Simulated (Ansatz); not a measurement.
## Electronic structure of AlCl₂H₂ (doublet) in real space

Input

```
crystal:
  periodic: [false, false, false]
  atoms:
    - { symbol: Al, position_ang: [0.0, -3.0e-06, -0.099059] }
    - { symbol: Cl, position_ang: [2.0e-06, 2.3e-05, 2.101719] }
    - { symbol: H, position_ang: [1.410159, -4.0e-06, -0.799424] }
    - { symbol: H, position_ang: [-1.41016, -4.0e-06, -0.799423] }
    - { symbol: Cl, position_ang: [-1.0e-06, -1.1e-05, 5.336186] }
magnetization:
  spin_polarized: true
  initial_magnetization: 1
basis:
  gaussian: { orbitals: def2-SVP }
hamiltonian:
  xc: blyp
  dispersion: d4
relax:
  f_tol: 0.03
  max_steps: 50
output:
  orbitals: {}
```

Launched as:

```sh
ansatz run input.yaml --threads 1 --pin off --max-ram 2048MiB --backend cpu --events-out ev --progress --plain --runs-dir out
```

The fields are those of the run's last geometry, not of the input's.

Computed with UKS BLYP-D4/def2-SVP in Ansatz.

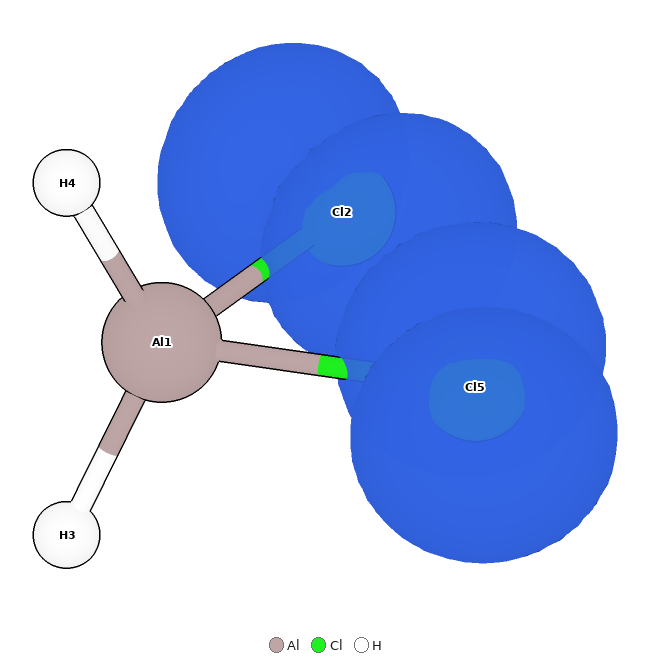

Figure 1. Isosurfaces of the spin density at +0.02 (blue) and −0.02 e/Å³ (red), seen at a tilt.

> Which atoms carry the spin?

The unpaired spin (1 electron) lies mostly on Cl2 (about 0.5) and Cl5 (about 0.5), in electrons by Hirshfeld's partition.

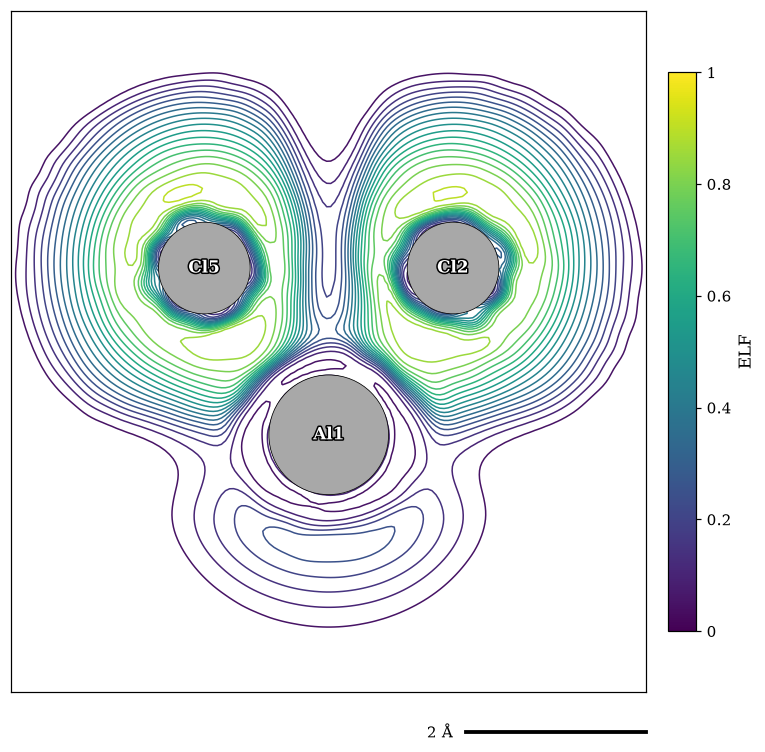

Figure 2. Electron localisation function on the plane of atoms Cl2, Al1 and Cl5. Grey discs cover the atomic cores.

> Interpret the plot.

- Atoms in the plane: Al and Cl.
- Al–Cl (2.31 Å): the ELF peaks at about 0.90 in the valence shell of Cl, 0.9 Å from its nucleus, and is about 0.80 at the midpoint.
- The ELF also peaks beside Cl2 and Cl5, away from the bonds: non-bonding electrons, paired or unpaired.

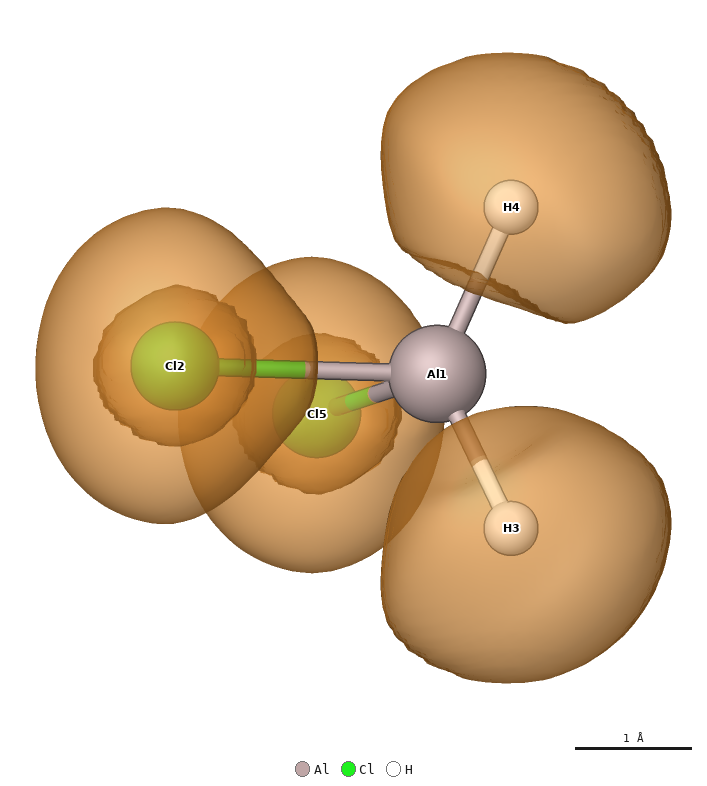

Figure 3. Isosurface of the electron localisation function at 0.75 (orange), seen at an oblique angle. Core shells and regions of very low density are left out.

> Where are the electrons localised?

The ELF exceeds this value in two regions around hydrogen nuclei and two regions on Cl in which the atom's valence shell and bonds are merged. Along the contacts the grid gives the following. Al–H (1.58 Å): the ELF climbs to about 1 towards the hydrogen.
